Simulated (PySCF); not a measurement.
C4H7NS (SMILES C=CCC(N)=S)

```xyz
13

C     1.2848   -0.3164    0.6065
C     0.5811   -0.1887   -0.4893
C    -0.6308    0.6224   -0.6368
C    -1.7273   -0.3665   -0.0443
N    -2.1931   -0.1310    1.2309
S    -2.2808   -1.7335   -0.7841
H     1.1200    0.2536    1.4874
H     1.9845   -1.1382    0.8269
H     0.9377   -0.6701   -1.3618
H    -0.6363    1.4440   -0.0118
H    -0.9610    0.7214   -1.6491
H    -2.8883   -0.7752    1.5371
H    -2.1358    0.7387    1.7124
```

Geometry: GFN2-xTB, MD frame at 250 fs, 400 K.

All numbers below come from PySCF 2.14.0, PBE0/pcSseg-1, SCF density, gas phase, non-relativistic.

**What can the converged electron density and electron localisation function tell about the bonding?**

C–N (1.38 Å): ρ is about 2.2 e/Å³ halfway; the ELF peaks at about 0.90 between the atoms, as expected for a covalent bond.
C–S (1.65 Å): the density is about 1.6 e/Å³ at the midpoint; the ELF peaks at about 0.90 between the atoms, as expected for a covalent bond.
N–H (1.00 Å): ρ is about 3 e/Å³ halfway; the ELF climbs to about 1 towards the hydrogen, as it does in any bond to H: an ordinary covalent bond to hydrogen.
C–H (1.03 Å): ρ is about 2.2 e/Å³ halfway; the ELF climbs to about 1 towards the hydrogen; an ordinary covalent bond to hydrogen.

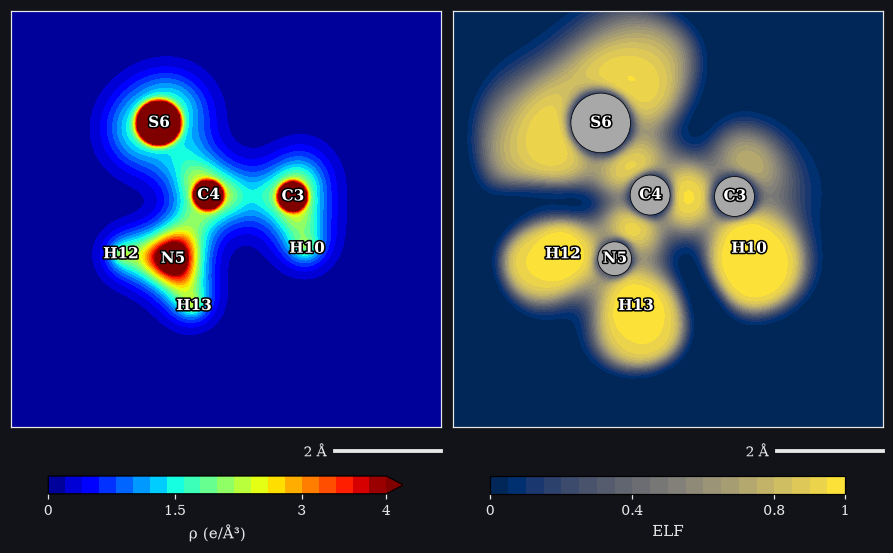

Computed electron density and electron localisation function on the plane of atoms C3, C4 and S6, in this order. Grey discs cover the atomic cores in the ELF map. 
